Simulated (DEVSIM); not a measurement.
Device: Cr/SiON/p-InP capacitor, at 300 K.

| layer (left to right) | material | thickness (nm) | Na (cm⁻³) |
|---|---|---|---|
| 1 | SiON | 14.0 | - |
| 2 | InP | 410 | 4.6e18 |

Metal gate on the left, work function 4.5 eV. Fixed charge at the semiconductor interface 0 cm⁻² (in units of +e); no interface traps.

The device is made up for the run: typed textbook-type constants, with dimensions and the other settings drawn at random. Values at 300 K.

```tsv
parameter	SiON	InP
gap (eV)	7	1.344
affinity (eV)	1.4	4.38
permittivity	5.5	12.5
Nc (cm⁻³)	-	5.7e17
Nv (cm⁻³)	-	1.1e19
```

Simulated with DEVSIM: 1D Poisson equation in equilibrium, Boltzmann statistics, complete ionisation; no quantum confinement or tunnelling. Metal contacts follow the ideal Schottky-Mott rule: no Fermi-level pinning, no interface dipoles.

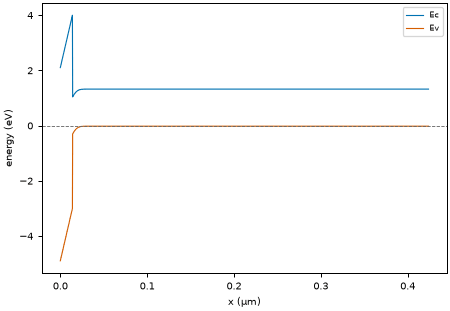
Figure: Band edges at 1.0 V on the gate

Energies count from the Fermi level of the right contact; mesh points crowd at the junctions.

```
x (μm)     Ec (eV)  Ev (eV)  n (cm⁻³)  p (cm⁻³)  field (V/cm)
---------  -------  -------  --------  --------  ------------
0.000        2.100   -4.900     < 1e2     < 1e2       1400000
0.0009910    2.235   -4.765     < 1e2     < 1e2       1400000
0.002684     2.466   -4.534     < 1e2     < 1e2       1400000
0.005574     2.860   -4.141     < 1e2     < 1e2       1400000
0.01034      3.509   -3.491     < 1e2     < 1e2       1400000
0.01244      3.795   -3.205     < 1e2     < 1e2       1400000
0.01367      3.962   -3.038     < 1e2     < 1e2       1400000
0.01490      1.078   -0.266     < 1e2    3.7e14        540000
0.01676      1.166   -0.178     < 1e2    1.1e16        420000
0.02028      1.272   -0.072     < 1e2    6.8e17        190000
0.02697      1.319   -0.025     < 1e2    4.2e18         11000
0.04566      1.321   -0.023     < 1e2    4.6e18           ≈ 0
0.07511      1.321   -0.023     < 1e2    4.6e18           ≈ 0
0.1310       1.321   -0.023     < 1e2    4.6e18           ≈ 0
0.2730       1.321   -0.023     < 1e2    4.6e18           ≈ 0
0.3449       1.321   -0.023     < 1e2    4.6e18           ≈ 0
0.3829       1.321   -0.023     < 1e2    4.6e18           ≈ 0
0.4029       1.321   -0.023     < 1e2    4.6e18           ≈ 0
0.4156       1.321   -0.023     < 1e2    4.6e18           ≈ 0
0.4201       1.321   -0.023     < 1e2    4.6e18           ≈ 0
0.4225       1.321   -0.023     < 1e2    4.6e18           ≈ 0
0.4240       1.321   -0.023     < 1e2    4.6e18           ≈ 0
```
